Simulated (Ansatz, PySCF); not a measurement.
Breaking a bond: CH5Ga, SMILES [CH3][GaH2]. The C1–Ga5 bond (C1 also carries H, H, H; Ga5 carries H, H) is stretched with both fragments frozen at the PBE0/def2-TZVP optimised geometry.

```
7

C      0.0000     0.0000     0.0000
H      0.0000     1.0076    -0.4169
H      0.9024    -0.5097    -0.3541
H     -0.8539    -0.5538    -0.3957
Ga     0.0000     0.0000     1.9668
H      0.4187     1.2809     2.7805
H     -0.4002    -1.3028     2.7556
```

UCCSD(T) = CCSD(T) on UHF/cc-pVTZ, cores with 3d frozen in Ansatz (a program for electronic structure); UHF/LANL2DZ = unrestricted Hartree-Fock/LANL2DZ, with its core potentials past Ne (PySCF); RMP2 = MP2 on RHF/cc-pVTZ, cores with 3d frozen (Ansatz); RHF/cc-pVTZ (Ansatz); RKS-M06-2X/6-31G* = PySCF with restricted M06-2X/6-31G*, spherical d.

Energies are in kcal/mol, each relative to the lowest point of its own curve near equilibrium.

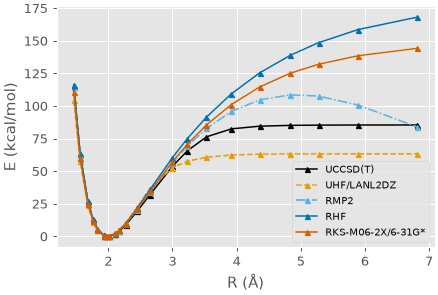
Figure. Energy against bond length for each method.

| R / Å | UCCSD(T) | UHF/LANL2DZ | RMP2 | RHF | RKS-M06-2X/6-31G* |
|---|---|---|---|---|---|
| 1.46 | 115.1 | 104.8 | 114.2 | 116.2 | 110.6 |
| 1.56 | 63.5 | 57.6 | 62.8 | 64.0 | 60.4 |
| 1.68 | 27.0 | 24.1 | 26.5 | 27.1 | 25.3 |
| 1.76 | 13.1 | 11.4 | 12.7 | 13.1 | 12.0 |
| 1.83 | 5.8 | 4.7 | 5.5 | 5.6 | 5.1 |
| 1.93 | 0.7 | 0.4 | 0.6 | 0.6 | 0.5 |
| 1.97 | 0.1 | 0.0 | 0.0 | 0.0 | 0.0 |
| 2.01 | 0.0 | 0.2 | 0.0 | 0.0 | 0.1 |
| 2.11 | 1.9 | 2.6 | 2.1 | 2.2 | 2.3 |
| 2.17 | 4.0 | 5.1 | 4.4 | 4.6 | 4.6 |
| 2.27 | 8.8 | 10.4 | 9.4 | 9.9 | 9.7 |
| 2.45 | 19.3 | 22.3 | 20.6 | 21.6 | 20.9 |
| 2.65 | 32.1 | 36.8 | 34.1 | 36.0 | 34.5 |
| 3.00 | 53.8 | 52.8 | 56.5 | 60.5 | 57.4 |
| 3.23 | 65.6 | 57.6 | 69.2 | 74.9 | 70.6 |
| 3.53 | 76.4 | 60.8 | 82.9 | 91.5 | 85.5 |
| 3.92 | 82.5 | 62.5 | 95.9 | 109.4 | 101.2 |
| 4.36 | 84.6 | 63.1 | 104.8 | 125.5 | 114.6 |
| 4.84 | 85.2 | 63.3 | 108.6 | 139.0 | 125.3 |
| 5.28 | 85.4 | 63.3 | 107.6 | 148.6 | 132.1 |
| 5.89 | 85.5 | 63.4 | 100.8 | 158.6 | 138.6 |
| 6.82 | 85.5 | 63.4 | 83.9 | 168.2 | 144.3 |

At the longest distance, 6.82 Å, RHF lies highest above its minimum (168.2 kcal/mol) and UHF/LANL2DZ lowest (63.4 kcal/mol).

The RMP2 curve passes through a maximum at 4.84 Å and then falls by 24.7 kcal/mol up to the last usable point.

The unrestricted determinant behind UCCSD(T), UHF/LANL2DZ is spin-contaminated at 2.65 to 6.82 Å (<S²> up to 1.0, against 0.00 for a pure singlet). The restricted form behind RMP2, RHF, RKS-M06-2X/6-31G* keeps the bonding electrons paired and can't separate into open-shell fragments. The T1 diagnostic of CCSD on the restricted reference of RMP2 exceeds 0.045 at 5.28 to 5.89 Å.
